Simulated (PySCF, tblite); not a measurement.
**C5H5F3N radical: geometry, infrared bands and EPR parameters**

Wanted: the infrared bands and EPR parameters of C5H5F3N radical (`FC(F)(F)[C]1C=CCN1`), by calculation.

The runs use tblite 0.8.0 and PySCF 2.14.0, with density-fitted response routines of our own; the level of theory stands in each step. All values are computed, except where a source is named. Atoms are numbered from 0 throughout.

## (1) Starting geometry

14 atoms, charge 0, multiplicity 2; geometry from: force field or distance geometry start.

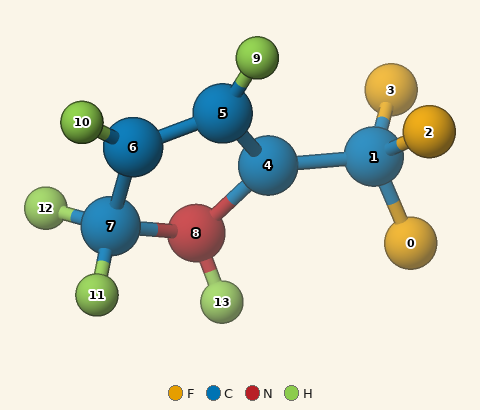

As it starts; fluorine amber, carbon blue, nitrogen red, hydrogen green, atoms numbered.

## (2) Geometry optimisation with GFN2-xTB

What the job is given:

```
{"job": {"kind": "relax", "xc": "GFN2-xTB", "basis": "xTB"}, "charge": 0, "multiplicity": 2}
F      2.625900    -0.473600     0.947900
C      2.057100     0.230700    -0.087600
F      2.389900     1.528400     0.126800
F      2.696200    -0.155900    -1.220400
C      0.577600     0.006300    -0.148600
C     -0.362300     1.017500    -0.554400
C     -1.592800     0.575000    -0.320800
C     -1.578300    -0.802100     0.267800
N     -0.164100    -1.221100     0.284100
H     -0.091900     1.981700    -0.950900
H     -2.502100     1.126400    -0.512700
H     -2.003400    -0.799300     1.278600
H     -2.172200    -1.495100    -0.344500
H      0.119500    -1.519200     1.212400
```

Started as:

```bash
$ OMP_NUM_THREADS=1 python probes_run.py task.json out
```

This one command runs all jobs of the session in turn.

**Question.** This job is followed by: GFN2-xTB harmonic vibrations, gas phase; UKS B3LYP, pcH-1 on C F H N, non-relativistic, mean-field spin-orbit, GIAO. What will the session give for the following? strongest single infrared mode (GFN2-xTB); zero-point energy (GFN2-xTB); g(iso) (B3LYP); ⟨S²⟩; largest a(iso) (averaged by class); potential on the surface of density 0.002 e/bohr³, 1st and 99th percentile.

The runs gave:

| quantity | value |
| --- | --- |
| strongest single infrared mode (GFN2-xTB) | 958 cm⁻¹, 353 km/mol |
| zero-point energy (GFN2-xTB) | 58.1 kcal/mol |
| g(iso) (B3LYP) | 2.00275 |
| ⟨S²⟩ | 0.768 (exact 0.75) |
| largest a(iso) (averaged by class) | 1H on H11, H12, 129.5 MHz |
| potential on the surface of density 0.002 e/bohr³, 1st and 99th percentile | -0.83 V and 1.93 V |

In words: Relaxing lowered the energy by 0.445 eV in 33 steps; the close pair that moved most is C4–N8, from 1.498 to 1.382 Å. No mode is imaginary among the 36: a minimum at this level. The strongest single mode, at 958 cm⁻¹, moves mainly C1. GFN2-xTB is a fitted tight-binding method: band positions and strengths are rough. Its intensities can rank the bands wrongly. The largest spin populations lie on C6 (0.48 e), C4 (0.47 e). The isotropic g lies 0.4 ppt above the free-electron value. These values are for one conformer; the search (at its own cheap level) found 2 more, at 0.18, 0.23 kcal/mol, and measured spectra average over such forms.
